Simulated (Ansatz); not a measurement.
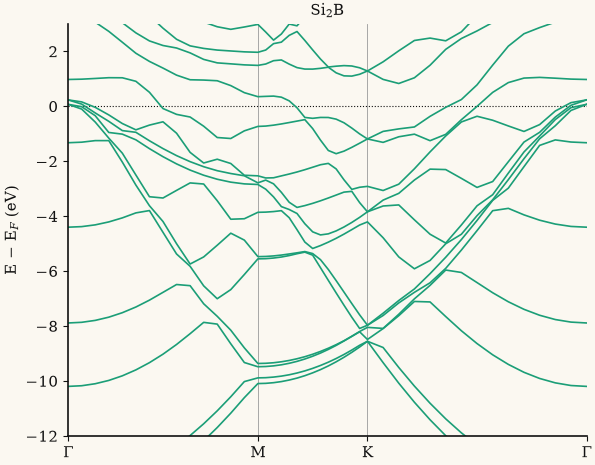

Band structure. Energies are counted from the Fermi level.

System: Si2B (sheet), 6 atoms in the cell.

Ansatz 0.2.0; DFT PBE+D3(BJ), scalar-relativistic, plane waves, PAW, no spin polarisation, 15×15×1 k mesh.

Does this material conduct, going by its bands?

A metal: bands cross the Fermi level along this path.

Which levels at M lie nearest to the Fermi level?

At M the nearest levels lie 0.73 eV below and 0.35 eV above the Fermi level.

The structure is an invented one, so it need not be a known or stable phase.
